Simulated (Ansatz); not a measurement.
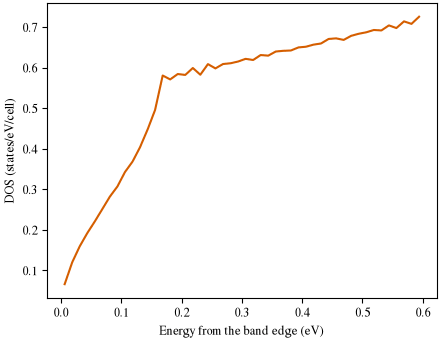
Density of states of KTaO3 (Pm-3m) above the conduction band minimum, PBEsol, rigid bands (Ansatz, a program for electronic structure); cell volume 63.3 Å³.

Task: What effective density of states at 300 K does this give (∫ g(E) exp(−E/k_BT) dE, both spins, divided by the cell's size)?

Result: 5.4e19 cm⁻³, a density-of-states mass of 1.66 mₑ, valleys and band degeneracy included.

Spin-orbit coupling is left out; with 5d elements it also splits d-like band edges. Geometry: cell and atoms relaxed with PBEsol.
